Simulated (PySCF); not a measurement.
# CCSD(T)/def2-SVP run of SiH2S2 (SMILES S[Si]S)

What is the vertical ionisation energy of SiH2S2 at CCSD(T)/def2-SVP? The job is set up through a Python script.

Program for the calculation: PySCF 2.14.0.

9 further runs of the same task are left out: 6 that didn't finish, 3 set aside as unsound or not needed.

### 1 The system as given

SiH2S2: 5 atoms, total charge 0, spin state singlet. As SMILES, `S[Si]S`. The coordinates come from a PBE0-D4/def2-TZVP relaxation. This is one conformer, not always the lowest.

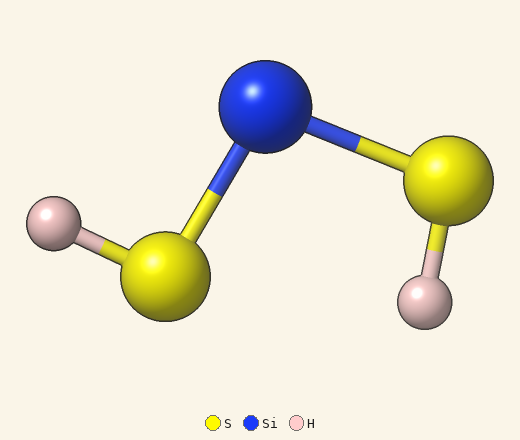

Viewed from a chosen angle; sulfur yellow, silicon blue, hydrogen pink.

### 2 A single-point energy at CCSD(T)/def2-SVP

geometry.xyz reads:

```xyz
5

S     -0.640700    -1.023800    -0.541200
Si    -0.655200     0.968900     0.237800
S      1.426500     1.117300     0.734200
H     -1.954700    -1.042200    -0.825100
H      1.874100    -0.093900     0.352900
```

input.py reads:

```python
from pyscf import gto, cc

mol = gto.M(
    atom='geometry.xyz',
    verbose=3,
    basis='def2-svp',
    max_memory=40,
    spin=0,
)

mf = mol.RHF()
mf.direct_scf_tol = 1e-08
mf.conv_tol = 1e-08
mf.max_cycle = 60
mf.kernel()

mycc = cc.CCSD(mf, frozen=15)
mycc.kernel()
e_t = mycc.ccsd_t()
e_tot = mycc.e_tot + e_t
print('Final energy', e_tot)
```

Started as:

```
$ OMP_NUM_THREADS=1 python input.py
```

Standard output:

```text
converged SCF energy = -1084.84409704645
E(CCSD) = -1085.229884371253  E_corr = -0.3857873248024721
CCSD(T) correction = -0.0131156169948303
Final energy -1085.2429999882474
```

Wall time 9.3 s (1 thread of Arm Neoverse V1, shared host); peak memory 0.23 GiB.

### 3 The doublet cation, same level

input.xyz reads:

```xyz
5

S     -0.640700    -1.023800    -0.541200
Si    -0.655200     0.968900     0.237800
S      1.426500     1.117300     0.734200
H     -1.954700    -1.042200    -0.825100
H      1.874100    -0.093900     0.352900
```

input.py reads:

```python
from pyscf import gto, scf, cc

system = gto.M(
    atom='input.xyz',
    charge=1,
    verbose=4,
    spin=1,
    max_memory=40,
    basis='def2-svp',
)

mf = scf.UHF(system)
mf.max_cycle = 60
mf.conv_tol = 1e-08
mf.direct_scf_tol = 1e-08
mf.kernel()

mycc = cc.CCSD(mf, frozen=15)
mycc.kernel()
e_t = mycc.ccsd_t()
e_final = mycc.e_tot + e_t
print('E = %.10f Eh' % e_final)
```

Started as:

```
$ OMP_NUM_THREADS=1 python input.py
```

Standard output:

```text
PySCF version 2.14.0

[INPUT] num. atoms = 5
[INPUT] num. electrons = 47
[INPUT] charge = 1
[INPUT] spin (= nelec alpha-beta = 2S) = 1
[INPUT] symmetry False subgroup None
[INPUT] Mole.unit = angstrom
[INPUT] Symbol           X                Y                Z      unit          X                Y                Z       unit  Magmom
[INPUT]  1 S     -0.640700000000  -1.023800000000  -0.541200000000 AA   -1.210747528009  -1.934701606330  -1.022719778615 Bohr   0.0
[INPUT]  2 Si    -0.655200000000   0.968900000000   0.237800000000 AA   -1.238148556815   1.830955642091   0.449376872422 Bohr   0.0
[INPUT]  3 S      1.426500000000   1.117300000000   0.734200000000 AA    2.695694316692   2.111390998977   1.387436920656 Bohr   0.0
[INPUT]  4 H     -1.954700000000  -1.042200000000  -0.825100000000 AA   -3.693847655687  -1.969472567022  -1.559213025379 Bohr   0.0
[INPUT]  5 H      1.874100000000  -0.093900000000   0.352900000000 AA    3.541535730047  -0.177445283097   0.666884349359 Bohr   0.0

nuclear repulsion = 175.698373975513
number of shells = 30
number of NR pGTOs = 122
number of NR cGTOs = 64
basis = def2-svp
ecp = {}

******** <class 'pyscf.scf.uhf.UHF'> ********
method = UHF
initial guess = minao
damping factor = 0
level_shift factor = 0
DIIS = <class 'pyscf.scf.diis.CDIIS'>
diis_start_cycle = 1
diis_space = 8
diis_damp = 0
SCF conv_tol = 1e-08
SCF conv_tol_grad = None
SCF max_cycles = 60
direct_scf = True
direct_scf_tol = 1e-08
number electrons alpha = 24  beta = 23
Set gradient conv threshold to 0.0001
init E= -1084.85029305154
[... the frontier-level lines of each cycle are left out ...]

[... 110 lines left out ...]
Extra cycle  E= -1084.53450364747  delta_E= -1.86e-07  |g|= 9.11e-07  |ddm|= 5.9e-06
converged SCF energy = -1084.53450364747  <S^2> = 0.7664616  2S+1 = 2.0163944

******** <class 'pyscf.cc.uccsd.UCCSD'> ********
CC2 = 0
CCSD nocc = (np.int64(9), np.int64(8)), nmo = (49, 49)
frozen orbitals 15
max_cycle = 50
direct = 0
conv_tol = 1e-07
conv_tol_normt = 1e-06
diis_space = 6
diis_start_cycle = 0
diis_start_energy_diff = 1e+09
Init t2, MP2 energy = -0.324608724798645
Init E_corr(UCCSD) = -0.324608724801886
cycle = 1  E_corr(UCCSD) = -0.35099371118739  dE = -0.0263849864  norm(t1,t2) = 0.0978863
cycle = 2  E_corr(UCCSD) = -0.361448156389243  dE = -0.0104544452  norm(t1,t2) = 0.0346687
cycle = 3  E_corr(UCCSD) = -0.363960105090837  dE = -0.0025119487  norm(t1,t2) = 0.022596
cycle = 4  E_corr(UCCSD) = -0.366707753788188  dE = -0.0027476487  norm(t1,t2) = 0.010661
cycle = 5  E_corr(UCCSD) = -0.366335651150425  dE = 0.000372102638  norm(t1,t2) = 0.00403724
cycle = 6  E_corr(UCCSD) = -0.366341069787462  dE = -5.41863704e-06  norm(t1,t2) = 0.00127894
cycle = 7  E_corr(UCCSD) = -0.36637979532502  dE = -3.87255376e-05  norm(t1,t2) = 0.000779006
cycle = 8  E_corr(UCCSD) = -0.366385362004717  dE = -5.5666797e-06  norm(t1,t2) = 0.000381087
cycle = 9  E_corr(UCCSD) = -0.366380438461508  dE = 4.92354321e-06  norm(t1,t2) = 0.000236439
cycle = 10  E_corr(UCCSD) = -0.366379909797078  dE = 5.2866443e-07  norm(t1,t2) = 0.00010263
cycle = 11  E_corr(UCCSD) = -0.366379623435208  dE = 2.8636187e-07  norm(t1,t2) = 6.55379e-05
cycle = 12  E_corr(UCCSD) = -0.366379482808672  dE = 1.40626536e-07  norm(t1,t2) = 3.89863e-05
cycle = 13  E_corr(UCCSD) = -0.366379446543754  dE = 3.62649176e-08  norm(t1,t2) = 2.09054e-05
cycle = 14  E_corr(UCCSD) = -0.366378968258596  dE = 4.78285158e-07  norm(t1,t2) = 1.09003e-05
cycle = 15  E_corr(UCCSD) = -0.366378972577812  dE = -4.31921593e-09  norm(t1,t2) = 5.59879e-06
cycle = 16  E_corr(UCCSD) = -0.366378949830285  dE = 2.27475272e-08  norm(t1,t2) = 2.24423e-06
cycle = 17  E_corr(UCCSD) = -0.366378943705709  dE = 6.12457601e-09  norm(t1,t2) = 1.37028e-06
cycle = 18  E_corr(UCCSD) = -0.366378926362592  dE = 1.73431163e-08  norm(t1,t2) = 7.09161e-07
UCCSD converged
E(UCCSD) = -1084.900882573834  E_corr = -0.3663789263625924
UCCSD(T) correction = -0.0147525457610557
E = -1084.9156351196 Eh
```

Run time: 26 s. Hardware: 1 thread of Arm Neoverse V1, shared host; peak memory 0.23 GiB.

### 4 Outcome

Level: CCSD(T)/def2-SVP, 15 core orbitals frozen.

```
                                                                  quantity           value
                                              singlet SiH2S2: total energy  -1085.24300 Eh
                      singlet SiH2S2: dipole moment (Hartree–Fock density)          1.35 D
                       singlet SiH2S2: HOMO energy (Hartree–Fock orbitals)        -9.40 eV
                       singlet SiH2S2: LUMO energy (Hartree–Fock orbitals)         1.03 eV
                     singlet SiH2S2: HOMO–LUMO gap (Hartree–Fock orbitals)        10.43 eV
              singlet SiH2S2: correlation energy (15 core orbitals frozen)      -398.9 mEh
                                            singlet SiH2S2: (T) correction      -13.12 mEh
                                             singlet SiH2S2: T1 diagnostic           0.016
                                              doublet cation: total energy  -1084.91564 Eh
doublet cation: HOMO energy (Hartree–Fock orbitals) (highest over α and β)       -15.86 eV
 doublet cation: LUMO energy (Hartree–Fock orbitals) (lowest over α and β)        -7.48 eV
              doublet cation: correlation energy (15 core orbitals frozen)      -381.1 mEh
                                            doublet cation: (T) correction      -14.75 mEh
                         doublet cation: ⟨S²⟩ of the reference determinant           0.766
                                             doublet cation: T1 diagnostic           0.024
                        vertical ionisation energy (to the doublet cation)        8.908 eV
```

Removing an electron at fixed nuclei costs 8.91 eV (859 kJ/mol). The triples (singlet SiH2S2) make up 3.3 % of the correlation energy. Mulliken charges (doublet cation) of the mean-field density run from -0.12 on S3 to +0.88 on Si2. The triples (doublet cation) make up 3.9 % of the correlation energy.
